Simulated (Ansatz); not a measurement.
**BHLYP/cc-pVDZ run of C2H8OSi (SMILES CC[SiH2]O)**

What is the vertical ionisation energy of C2H8OSi at BHLYP/cc-pVDZ? 

Program for the calculation: Ansatz 0.2.0.

73 further runs of the same task are left out: 73 set aside as unsound or not needed.

## 1. The molecule

C2H8OSi has 12 atoms, charge 0, and is taken as a singlet. SMILES: `CC[SiH2]O`. The coordinates come from a PBE0-D4/def2-TZVP relaxation. This is one conformer, not always the lowest.

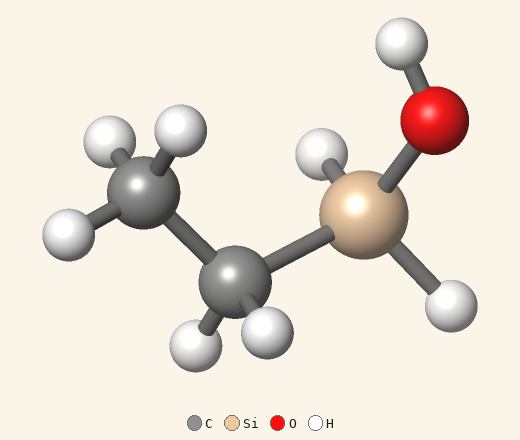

Viewed from a chosen angle; carbon grey, silicon light orange, oxygen red, hydrogen white.

## 2. A single-point energy at BHLYP/cc-pVDZ

Input file molecule.yaml:

```yaml
basis:
  gaussian:
    orbitals: cc-pVDZ
crystal:
  periodic: [false, false, false]
  atoms:
    - {symbol: C, position_ang: [-1.462000, -0.315100, -0.130400]}
    - {symbol: C, position_ang: [-0.193100, -0.595200, 0.670600]}
    - {symbol: Si, position_ang: [1.348100, 0.138200, -0.088600]}
    - {symbol: O, position_ang: [1.258000, 1.782700, -0.229600]}
    - {symbol: H, position_ang: [-1.384700, -0.701300, -1.150800]}
    - {symbol: H, position_ang: [-1.659100, 0.758300, -0.198700]}
    - {symbol: H, position_ang: [-2.341400, -0.775300, 0.326800]}
    - {symbol: H, position_ang: [-0.292100, -0.210900, 1.691700]}
    - {symbol: H, position_ang: [-0.031100, -1.675800, 0.767200]}
    - {symbol: H, position_ang: [1.555800, -0.473500, -1.435500]}
    - {symbol: H, position_ang: [2.530600, -0.124900, 0.769100]}
    - {symbol: H, position_ang: [0.748100, 2.137600, -0.957900]}
magnetization:
  spin_polarized: false
  initial_magnetization: 0
hamiltonian:
  xc: {name: BHLYP}
accuracy: high
output: {orbitals: {seedname: orbitals}}
```

Run with:

```sh
$ ansatz run molecule.yaml --threads 1 --pin off --max-ram 3480MiB --events-out events.jsonl --progress --plain --runs-dir runs
```

What it wrote:

```text
Warning: RAYON_NUM_THREADS=1 ignored (pool sized by the plan → 1); use --threads N
Functional definition: BHLYP
  name "BHLYP"
  parameter a = 0.5
  exchange = (1 - a)*b88_x + a*exact_x
  correlation = lyp_c
2427 factors; integrals over basis functions are off by at most 3.9e-9 eV
mean field evaluation 1: about -12121.5866 eV, gradient 5.3e1 eV
mean field evaluation 2: about -12121.5676 eV, gradient 5.5e1 eV
mean field evaluation 4: about -12127.3702 eV, gradient 2.0e0 eV
mean field evaluation 8: about -12127.8493 eV, gradient 1.2e-1 eV
mean field evaluation 16: about -12127.8494 eV, gradient 3.2e-5 eV
mean field -12127.84942209 eV, -445.6902457104 hartree, gradient 2.6e-8 eV, S^2 0.000000; 0 other end points of the search recorded, 0 dependent functions left out
reference -12127.84945225 eV, -445.6902468185 hartree; 21, 21 occupied and 79, 79 virtual orbitals, 2427 factors
Total energy: -12127.84945225 eV, -445.6902468185 hartree
```

Run time: 5.1 s. Hardware: 1 thread of AMD EPYC 9R45 (Zen 5), shared host; peak memory 0.39 GiB.

## 3. The doublet cation, same level

molecule.yaml: that of step 2 with these lines changed.

```diff
@@ -1,4 +1 @@
-basis:
-  gaussian:
-    orbitals: cc-pVDZ
 crystal:
@@ -18,5 +15,9 @@
     - {symbol: H, position_ang: [0.748100, 2.137600, -0.957900]}
+basis:
+  gaussian:
+    orbitals: cc-pVDZ
+total_charge: 1
 magnetization:
-  spin_polarized: false
-  initial_magnetization: 0
+  spin_polarized: true
+  initial_magnetization: 1
 hamiltonian:
```

Run with:

```sh
$ ansatz run molecule.yaml --threads 1 --pin off --max-ram 3480MiB --events-out events.jsonl --progress --plain --runs-dir runs
```

What it wrote:

```text
Warning: RAYON_NUM_THREADS=1 ignored (pool sized by the plan → 1); use --threads N
[... 5 set-up lines as earlier in the session ...]
2427 factors; integrals over basis functions are off by at most 3.8e-9 eV
mean field evaluation 1: about -12102.7663 eV, gradient 5.6e1 eV
mean field evaluation 2: about -12090.3109 eV, gradient 7.8e1 eV
mean field evaluation 4: about -12117.2980 eV, gradient 6.2e0 eV
mean field evaluation 8: about -12117.5849 eV, gradient 2.7e-1 eV
mean field evaluation 16: about -12117.5884 eV, gradient 1.9e-3 eV
mean field evaluation 32: about -12117.5884 eV, gradient 8.6e-7 eV
mean field -12117.58843007 eV, -445.3131612084 hartree, gradient 2.3e-8 eV, S^2 0.762191; 2 other end points of the search recorded, 0 dependent functions left out
reference -12117.58845870 eV, -445.3131622608 hartree; 21, 20 occupied and 79, 80 virtual orbitals, 2427 factors
Total energy: -12117.58845870 eV, -445.3131622608 hartree
```

Run time: 9 s. Hardware: 1 thread of AMD EPYC 9R45 (Zen 5), shared host; peak memory 0.53 GiB.

## 4. Results

Level: BHLYP/cc-pVDZ.

| quantity | value |
| --- | --- |
| singlet C2H8OSi: total energy | -445.69025 Eh |
| singlet C2H8OSi: HOMO energy | -9.20 eV |
| singlet C2H8OSi: LUMO energy | 1.82 eV |
| singlet C2H8OSi: HOMO–LUMO gap | 11.02 eV |
| doublet cation: total energy | -445.31316 Eh |
| doublet cation: HOMO energy (highest over α and β) | -15.94 eV |
| doublet cation: LUMO energy (lowest over α and β) | -11.33 eV |
| doublet cation: ⟨S²⟩ | 0.762 |
| vertical ionisation energy (to the doublet cation) | 10.261 eV |

Removing an electron at fixed nuclei costs 10.26 eV (237 kcal/mol). −ε(HOMO) before ionisation, 9.20 eV, is 1.06 eV below this ionisation energy.
